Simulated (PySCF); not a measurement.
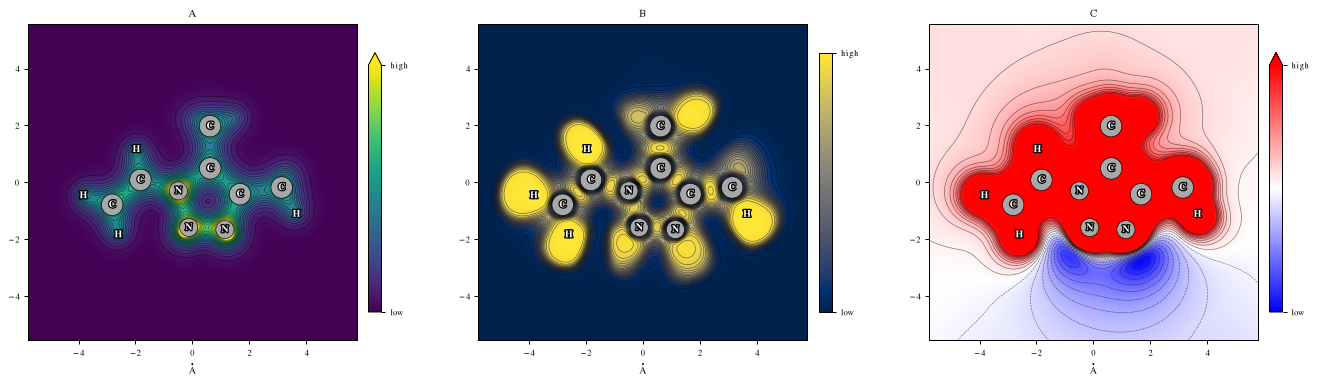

C7H11N3 (SMILES C=Cn1nnc(C)c1CC): 3 fields on the plane of atoms N5, C6 and C7, with unlabelled colour scales. Grey discs cover the atomic cores.

Geometry: GFN2-xTB.

Theory: PBE0/pcSseg-1, SCF density, gas phase, non-relativistic (PySCF 2.14.0).

Which field does each panel show? The fields are: electron density, electron localisation function and electrostatic potential.

Answer. Panel A: electron density. Panel B: electron localisation function. Panel C: electrostatic potential (strongly positive close to the atoms, with negative regions outside electron-rich atoms). From the grid: N–N (1.27 Å): ρ is about 3 e/Å³ halfway; the ELF peaks at about 0.90 between the atoms (a covalent bond). C–C (1.32 Å): ρ is about 2.3 e/Å³ halfway; the ELF peaks at about 0.95 between the atoms: a short, multiple covalent bond.
